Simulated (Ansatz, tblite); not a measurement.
# Si(SiH3)2H2 (Si₃H₈): removing an electron

What does removing an electron cost or gain for Si(SiH3)2H2 (Si₃H₈)? Each charged state is run at several levels.

Computed with Ansatz 0.2.0, Gaussian basis. Level: as each input shows.

Levels to be run: charge +1 doublet, at the geometry of the singlet (PBE0-D4/def2-TZVP, PBE-D4/def2-TZVP, r2SCAN-D4/def2-TZVP); charge +1 doublet, relaxed (PBE0-D4/def2-TZVP, PBE-D4/def2-TZVP); the starting singlet's energies come from earlier runs.

## (1) The relaxed structure

The singlet was relaxed beforehand with PBE0-D4/def2-SVP.

11 atoms, charge 0, spin multiplicity 1.

Atoms are counted from 1 here; the program's logs count them from 0.

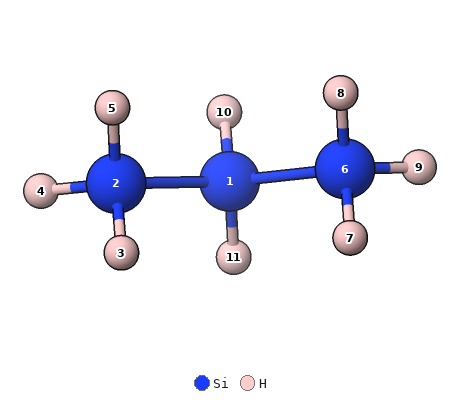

The structure; silicon blue, hydrogen pink; atoms are numbered from 1 in the order of the file.

Coordinates:

```tsv
atom	x (Å)	y (Å)	z (Å)
Si1	-0.8088	0.0306	-0.5731
Si2	-0.8135	-0.0247	1.7710
H3	-0.1314	-1.2694	2.2449
H4	-2.2076	-0.0007	2.3114
H5	-0.0677	1.1589	2.3011
Si6	1.4020	0.0017	-1.3541
H7	2.0871	-1.2393	-0.8752
H8	2.1374	1.1892	-0.8185
H9	1.4499	0.0355	-2.8482
H10	-1.4962	1.2730	-1.0504
H11	-1.5513	-1.1547	-1.1088
```

## (2) Charge +1 doublet at the fixed geometry, first pass, PBE0-D4/def2-SVP

in.yaml reads:

```yaml
crystal:
  periodic: [false, false, false]
  atoms:
    - {symbol: Si, position_ang: [-0.808752, 0.030649, -0.573108]}
    - {symbol: Si, position_ang: [-0.813513, -0.024699, 1.771030]}
    - {symbol: H, position_ang: [-0.131383, -1.269432, 2.244878]}
    - {symbol: H, position_ang: [-2.207595, -0.000718, 2.311359]}
    - {symbol: H, position_ang: [-0.067741, 1.158864, 2.301080]}
    - {symbol: Si, position_ang: [1.401988, 0.001687, -1.354107]}
    - {symbol: H, position_ang: [2.087136, -1.239293, -0.875193]}
    - {symbol: H, position_ang: [2.137434, 1.189151, -0.818546]}
    - {symbol: H, position_ang: [1.449858, 0.035498, -2.848170]}
    - {symbol: H, position_ang: [-1.496162, 1.273000, -1.050379]}
    - {symbol: H, position_ang: [-1.551270, -1.154717, -1.108843]}
basis:
  gaussian: {orbitals: def2-SVP}
total_charge: 1
magnetization: {spin_polarized: true, initial_magnetization: 1}
hamiltonian: {xc: pbe0, dispersion: d4}
output: {orbitals: {seedname: orbitals}}
```

Command:

```bash
$ ansatz run in.yaml --threads 4 --pin off --events-out ev --progress --plain --max-ram 3916MiB
```

Standard output:

```text
Functional definition: PBE0
  name "PBE0"
  cite "Adamo & Barone, J. Chem. Phys. 110, 6158 (1999) doi:10.1063/1.478522"
  cite "Perdew, Burke & Ernzerhof, Phys. Rev. Lett. 77, 3865 (1996) doi:10.1103/PhysRevLett.77.3865"
  parent pbe
  parameter a = 0.25
  parameter kappa = 0.804
  parameter beta = 0.06672455060314922
  exchange = (1 - a)*pbe_x(kappa = kappa, mu = beta*pi^2/3) + a*exact_x
  correlation = pbe_c(beta = beta)
918 factors; integrals over basis functions are off by at most 1.2e-3 eV
mean field evaluation 1: about -23734.6792 eV, gradient 7.4e0 eV
mean field evaluation 2: about -23735.1052 eV, gradient 2.5e0 eV
mean field evaluation 4: about -23735.1542 eV, gradient 6.6e-1 eV
mean field evaluation 8: about -23735.1916 eV, gradient 1.3e-2 eV
mean field evaluation 16: about -23735.1916 eV, gradient 1.5e-4 eV
mean field -23735.19163746 eV, -872.2522043859 hartree, gradient 4.4e-5 eV, S^2 0.757222; 4 other end points of the search recorded, 0 dependent functions left out
reference -23735.19166651 eV, -872.2522054534 hartree; 25, 24 occupied and 69, 70 virtual orbitals, 918 factors
Total energy: -23735.36346015 eV, -872.2585187532 hartree
```

It took 2.4 s on 4 threads of Arm Neoverse V1, shared host.

Report: HOMO -14.03 eV, LUMO -11.79 eV (over both spins); ⟨S²⟩ 0.757 (pure: 0.75).

## (3) Charge +1 doublet at the fixed geometry, PBE0-D4/def2-TZVP

start.molden holds the orbitals of an earlier run on this state, given as this run's starting guess.

Changes to in.yaml since step 2:

```diff
@@ -15,3 +15,3 @@
 basis:
-  gaussian: {orbitals: def2-SVP}
+  gaussian: {orbitals: def2-TZVP, initial_orbitals: start.molden}
 total_charge: 1
@@ -19,2 +19,3 @@
 hamiltonian: {xc: pbe0, dispersion: d4}
+scf: {omitted_lower_state_checks: [starts]}
 output: {orbitals: {seedname: orbitals}}
```

The command is unchanged.

Standard output:

```text
Functional definition: PBE0
  name "PBE0"
  cite "Adamo & Barone, J. Chem. Phys. 110, 6158 (1999) doi:10.1063/1.478522"
  cite "Perdew, Burke & Ernzerhof, Phys. Rev. Lett. 77, 3865 (1996) doi:10.1103/PhysRevLett.77.3865"
  parent pbe
  parameter a = 0.25
  parameter kappa = 0.804
  parameter beta = 0.06672455060314922
  exchange = (1 - a)*pbe_x(kappa = kappa, mu = beta*pi^2/3) + a*exact_x
  correlation = pbe_c(beta = beta)
these checks for a lower state are left out or cut short: starts
1156 factors; their error is unknown
mean field evaluation 1: about -23741.7677 eV, gradient 7.5e1 eV
mean field evaluation 2: about -23743.4599 eV, gradient 2.3e0 eV
mean field evaluation 4: about -23743.5917 eV, gradient 9.8e-2 eV
mean field evaluation 8: about -23743.5917 eV, gradient 1.6e-5 eV
mean field -23743.59171531 eV, -872.5609015532 hartree, gradient 1.6e-5 eV, S^2 0.759149; 0 other end points of the search recorded, 0 dependent functions left out
reference -23743.59175835 eV, -872.5609031350 hartree; 25, 24 occupied and 134, 135 virtual orbitals, 1156 factors
Total energy: -23743.76355199 eV, -872.5672164347 hartree
Checks for a lower state left out: starts
```

Run time: 3.3 s. Hardware: 4 threads of Arm Neoverse V1, shared host.

HOMO -13.96 eV, LUMO -11.62 eV (over both spins); ⟨S²⟩ 0.759 (pure: 0.75).

## (4) Charge +1 doublet at the fixed geometry, PBE-D4/def2-TZVP

Changes to in.yaml since step 3:

```diff
@@ -18,3 +18,3 @@
 magnetization: {spin_polarized: true, initial_magnetization: 1}
-hamiltonian: {xc: pbe0, dispersion: d4}
+hamiltonian: {xc: pbe, dispersion: d4}
 scf: {omitted_lower_state_checks: [starts]}
```

Same command.

Standard output:

```text
Functional definition: PBE
  name "PBE"
  cite "Perdew, Burke & Ernzerhof, Phys. Rev. Lett. 77, 3865 (1996) doi:10.1103/PhysRevLett.77.3865"
  parent pbe
  parameter kappa = 0.804
  parameter beta = 0.06672455060314922
  exchange = pbe_x(kappa = kappa, mu = beta*pi^2/3)
  correlation = pbe_c(beta = beta)
these checks for a lower state are left out or cut short: starts
1108 factors; their error is unknown
mean field evaluation 1: about -23741.0843 eV, gradient 7.6e0 eV
mean field evaluation 2: about -23741.1886 eV, gradient 1.6e-1 eV
mean field evaluation 4: about -23741.1663 eV, gradient 1.6e-3 eV
mean field -23741.16627303 eV, -872.4717681934 hartree, gradient 6.8e-6 eV, S^2 0.754195; 0 other end points of the search recorded, 0 dependent functions left out
reference -23741.16633031 eV, -872.4717702985 hartree; 25, 24 occupied and 134, 135 virtual orbitals, 1108 factors
Total energy: -23741.36633893 eV, -872.4791204796 hartree
Checks for a lower state left out: starts
```

Wall time 2.4 s (4 threads of Arm Neoverse V1, shared host).

HOMO -12.86 eV, LUMO -12.31 eV (over both spins); ⟨S²⟩ 0.754 (pure: 0.75).

## (5) Charge +1 doublet at the fixed geometry, r2SCAN-D4/def2-TZVP

Changes to in.yaml since step 4:

```diff
@@ -18,3 +18,3 @@
 magnetization: {spin_polarized: true, initial_magnetization: 1}
-hamiltonian: {xc: pbe, dispersion: d4}
+hamiltonian: {xc: r2scan, dispersion: d4}
 scf: {omitted_lower_state_checks: [starts]}
```

Same command.

Standard output:

```text
Functional definition: r2SCAN
  name "r2SCAN"
  cite "Furness, Kaplan, Ning, Perdew & Sun, J. Phys. Chem. Lett. 11, 8208 (2020) doi:10.1021/acs.jpclett.0c02405"
  cite "Furness, Kaplan, Ning, Perdew & Sun, J. Phys. Chem. Lett. 11, 9248 (2020) doi:10.1021/acs.jpclett.0c03077"
  parent r2scan
  parameter k0 = 0.174
  parameter k1 = 0.065
  parameter a1 = 4.9479
  exchange = r2scan_x(k0 = k0, k1 = k1, a1 = a1)
  correlation = r2scan_c
these checks for a lower state are left out or cut short: starts
1108 factors; their error is unknown
mean field evaluation 1: about -23751.4635 eV, gradient 5.2e0 eV
mean field evaluation 2: about -23751.5026 eV, gradient 6.8e-2 eV
mean field evaluation 4: about -23751.4801 eV, gradient 2.6e-4 eV
mean field -23751.48006870 eV, -872.8507931935 hartree, gradient 2.4e-5 eV, S^2 0.760338; 0 other end points of the search recorded, 0 dependent functions left out
reference -23751.48008864 eV, -872.8507939261 hartree; 25, 24 occupied and 134, 135 virtual orbitals, 1108 factors
Total energy: -23751.52785135 eV, -872.8525491732 hartree
Checks for a lower state left out: starts
```

Wall time 6 s (4 threads of Arm Neoverse V1, shared host).

HOMO -13.15 eV, LUMO -12.25 eV (over both spins); ⟨S²⟩ 0.760 (pure: 0.75).

## (6) Vertical ionisation energy

Charged state less starting state, singlet to doublet; the starting state's energies are those of its earlier runs.

```tsv
level	vertical ionisation energy (eV)	time
PBE-D4/def2-TZVP	+9.68	3.7 s
r2SCAN-D4/def2-TZVP	+9.77	8.3 s
PBE0-D4/def2-TZVP	+9.86	4.9 s
```

Times add the two runs; a level without a time comes out of a correlated run.

Beside −ε(HOMO) of the starting state:

```tsv
level	−ε(HOMO) (eV)	by difference (eV)	mismatch (eV)
PBE-D4/def2-TZVP	6.95	9.68	-2.73
r2SCAN-D4/def2-TZVP	7.20	9.77	-2.57
PBE0-D4/def2-TZVP	8.01	9.86	-1.85
```

## (7) Relaxing the charge +1 doublet

Changes to in.yaml since step 5:

```diff
@@ -15,7 +15,8 @@
 basis:
-  gaussian: {orbitals: def2-TZVP, initial_orbitals: start.molden}
+  gaussian: {orbitals: def2-SVP}
 total_charge: 1
 magnetization: {spin_polarized: true, initial_magnetization: 1}
-hamiltonian: {xc: r2scan, dispersion: d4}
+hamiltonian: {xc: pbe0, dispersion: d4}
 scf: {omitted_lower_state_checks: [starts]}
 output: {orbitals: {seedname: orbitals}}
+relax: {f_tol: 0.02, max_steps: 100}
```

Launched as before.

Standard output, cut to the lines that bear on the results:

```text
Functional definition: PBE0
  name "PBE0"
  cite "Adamo & Barone, J. Chem. Phys. 110, 6158 (1999) doi:10.1063/1.478522"
  cite "Perdew, Burke & Ernzerhof, Phys. Rev. Lett. 77, 3865 (1996) doi:10.1103/PhysRevLett.77.3865"
  parent pbe
[...]
965 factors; integrals over basis functions are off by at most 2.7e-4 eV
[...]
mean field -23735.19163654 eV, -872.2522043519 hartree, gradient 4.6e-5 eV, S^2 0.757222; 0 other end points of the search recorded, 0 dependent functions left out
[...]
reference -23735.19166558 eV, -872.2522054195 hartree; 25, 24 occupied and 69, 70 virtual orbitals, 965 factors
relax step   1: F+E_penalty+E_count = -23735.36343017 eV  Δ(F+E_penalty+E_count) = +0.000e0 eV  max|allowed force component| = 2.589e0 eV/Å  Δτ_max = 0.0000 Å  (28 SCF iters, accepted)
[...]
Atom 2 at     0.140439    -1.309421     1.958728 Å, force    -0.004482     0.006057     0.001095 eV/Å
Atom 3 at    -2.005945    -0.000639     2.071531 Å, force     0.014008    -0.000258    -0.002837 eV/Å
Atom 4 at     0.204797     1.200085     2.019923 Å, force    -0.004487    -0.005672     0.000574 eV/Å
Atom 5 at     1.411476    -0.004807    -1.087027 Å, force     0.004551     0.000128    -0.014601 eV/Å
Atom 6 at     1.907693    -1.283923    -0.523437 Å, force    -0.000624     0.006227    -0.004357 eV/Å
Atom 7 at     1.961797     1.225972    -0.468771 Å, force    -0.000775    -0.005493    -0.004646 eV/Å
Atom 8 at     1.290275     0.030189    -2.578641 Å, force     0.001951    -0.000429     0.014128 eV/Å
Atom 9 at    -1.641156     1.315887    -1.152704 Å, force     0.003984     0.002544     0.002747 eV/Å
Atom 10 at    -1.696518    -1.184750    -1.212276 Å, force     0.003566    -0.002631     0.002600 eV/Å
Dipole moment:    -0.012631     0.000592    -0.008941 e Å
Checks for a lower state left out: starts
```

It took 14 s on 4 threads of Arm Neoverse V1, shared host.

Step by step:

```tsv
step	energy from step 1 (eV)	largest force component (eV/Å)
1	0.0000	2.5893
2	-0.6176	0.5829
3	-0.7065	0.1621
4	-0.7152	0.0467
5	-0.7230	0.0622
6	-0.7258	0.0172
7	-0.7267	0.0146
```

The force was under the threshold of 0.02 eV/Å already at step 6, but the program went on to step 7.

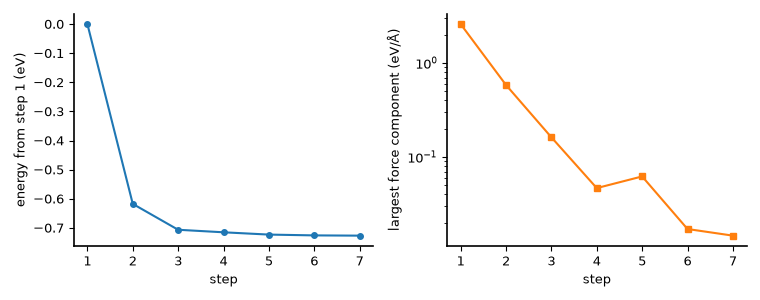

Energy and largest force along the relaxation.

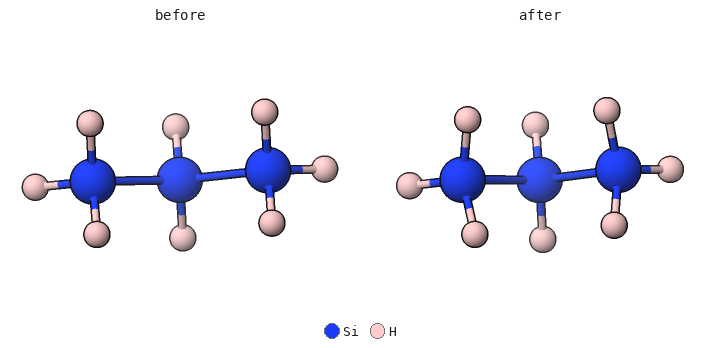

Before and after, at one scale.

Close pairs (by a distance rule), those that changed most:

```tsv
bond	before (Å)	after (Å)	change (Å)
Si1–Si2	2.345	2.454	+0.109
Si1–Si6	2.345	2.454	+0.109
Si2–H3	1.496	1.483	-0.013
Si6–H7	1.496	1.483	-0.013
Si2–H5	1.496	1.483	-0.013
Si6–H8	1.496	1.483	-0.013
Si1–H10	1.498	1.486	-0.012
Si1–H11	1.498	1.486	-0.012
```

## (8) Charge +1 doublet, PBE0-D4/def2-TZVP

in.yaml reads:

```yaml
crystal:
  periodic: [false, false, false]
  atoms:
    - {symbol: Si, position_ang: [-1.014557, 0.040045, -0.718890]}
    - {symbol: Si, position_ang: [-0.558301, -0.028650, 1.691565]}
    - {symbol: H, position_ang: [0.140439, -1.309421, 1.958728]}
    - {symbol: H, position_ang: [-2.005945, -0.000639, 2.071531]}
    - {symbol: H, position_ang: [0.204797, 1.200085, 2.019923]}
    - {symbol: Si, position_ang: [1.411476, -0.004807, -1.087027]}
    - {symbol: H, position_ang: [1.907693, -1.283923, -0.523437]}
    - {symbol: H, position_ang: [1.961797, 1.225972, -0.468771]}
    - {symbol: H, position_ang: [1.290275, 0.030189, -2.578641]}
    - {symbol: H, position_ang: [-1.641156, 1.315887, -1.152704]}
    - {symbol: H, position_ang: [-1.696518, -1.184750, -1.212276]}
basis:
  gaussian: {orbitals: def2-TZVP, initial_orbitals: start.molden}
total_charge: 1
magnetization: {spin_polarized: true, initial_magnetization: 1}
hamiltonian: {xc: pbe0, dispersion: d4}
scf: {omitted_lower_state_checks: [starts]}
output: {orbitals: {seedname: orbitals}}
```

The command is unchanged.

Standard output:

```text
Functional definition: PBE0
  name "PBE0"
  cite "Adamo & Barone, J. Chem. Phys. 110, 6158 (1999) doi:10.1063/1.478522"
  cite "Perdew, Burke & Ernzerhof, Phys. Rev. Lett. 77, 3865 (1996) doi:10.1103/PhysRevLett.77.3865"
  parent pbe
  parameter a = 0.25
  parameter kappa = 0.804
  parameter beta = 0.06672455060314922
  exchange = (1 - a)*pbe_x(kappa = kappa, mu = beta*pi^2/3) + a*exact_x
  correlation = pbe_c(beta = beta)
these checks for a lower state are left out or cut short: starts
1156 factors; their error is unknown
mean field evaluation 1: about -23742.4906 eV, gradient 7.5e1 eV
mean field evaluation 2: about -23744.1750 eV, gradient 2.3e0 eV
mean field evaluation 4: about -23744.3125 eV, gradient 9.9e-2 eV
mean field evaluation 8: about -23744.3125 eV, gradient 1.4e-5 eV
mean field -23744.31253455 eV, -872.5873911716 hartree, gradient 1.4e-5 eV, S^2 0.757040; 0 other end points of the search recorded, 0 dependent functions left out
reference -23744.31257568 eV, -872.5873926832 hartree; 25, 24 occupied and 134, 135 virtual orbitals, 1156 factors
Total energy: -23744.49448013 eV, -872.5940775485 hartree
Checks for a lower state left out: starts
```

Wall time 3.2 s (4 threads of Arm Neoverse V1, shared host).

Report: HOMO -12.80 eV, LUMO -10.01 eV (over both spins); ⟨S²⟩ 0.757 (pure: 0.75).

## (9) Charge +1 doublet, PBE-D4/def2-TZVP

Changes to in.yaml since step 8:

```diff
@@ -18,3 +18,3 @@
 magnetization: {spin_polarized: true, initial_magnetization: 1}
-hamiltonian: {xc: pbe0, dispersion: d4}
+hamiltonian: {xc: pbe, dispersion: d4}
 scf: {omitted_lower_state_checks: [starts]}
```

The command is unchanged.

Standard output:

```text
Functional definition: PBE
  name "PBE"
  cite "Perdew, Burke & Ernzerhof, Phys. Rev. Lett. 77, 3865 (1996) doi:10.1103/PhysRevLett.77.3865"
  parent pbe
  parameter kappa = 0.804
  parameter beta = 0.06672455060314922
  exchange = pbe_x(kappa = kappa, mu = beta*pi^2/3)
  correlation = pbe_c(beta = beta)
these checks for a lower state are left out or cut short: starts
1108 factors; their error is unknown
mean field evaluation 1: about -23741.7426 eV, gradient 7.6e0 eV
mean field evaluation 2: about -23741.8430 eV, gradient 1.4e-1 eV
mean field evaluation 4: about -23741.8258 eV, gradient 8.1e-4 eV
mean field -23741.82579946 eV, -872.4960053427 hartree, gradient 1.7e-5 eV, S^2 0.753851; 0 other end points of the search recorded, 0 dependent functions left out
reference -23741.82585417 eV, -872.4960073531 hartree; 25, 24 occupied and 134, 135 virtual orbitals, 1108 factors
Total energy: -23742.03815985 eV, -872.5038094430 hartree
Checks for a lower state left out: starts
```

Wall time 2.3 s (4 threads of Arm Neoverse V1, shared host).

Report: HOMO -11.71 eV, LUMO -10.80 eV (over both spins); ⟨S²⟩ 0.754 (pure: 0.75).

## (10) Adiabatic ionisation energy

Charged state less starting state, singlet to doublet; the starting state's energies are those of its earlier runs.

```tsv
level	adiabatic ionisation energy (eV)	time
PBE-D4/def2-TZVP	+9.01	3.5 s
PBE0-D4/def2-TZVP	+9.13	4.7 s
```

Times add the two runs; a level without a time comes out of a correlated run.

## (11) Results

| quantity | value |
| --- | --- |
| vertical ionisation energy, functionals in def2-TZVP | 9.68 (PBE-D4) to 9.86 eV (PBE0-D4) |
| adiabatic ionisation energy, functionals in def2-TZVP | 9.01 (PBE-D4) to 9.13 eV (PBE0-D4) |
| relaxation of the cation side, PBE-D4/def2-TZVP | 0.67 eV |

In words: The vertical ionisation energy spans 9.68 to 9.86 eV over the functionals. −ε(HOMO) misses the level's own difference by -1.85 eV at best (PBE0-D4) and -2.73 eV at worst (PBE-D4). The adiabatic ionisation energy spans 9.01 to 9.13 eV over the functionals. Relaxing the oxidised state gains 0.67 eV at PBE-D4/def2-TZVP.
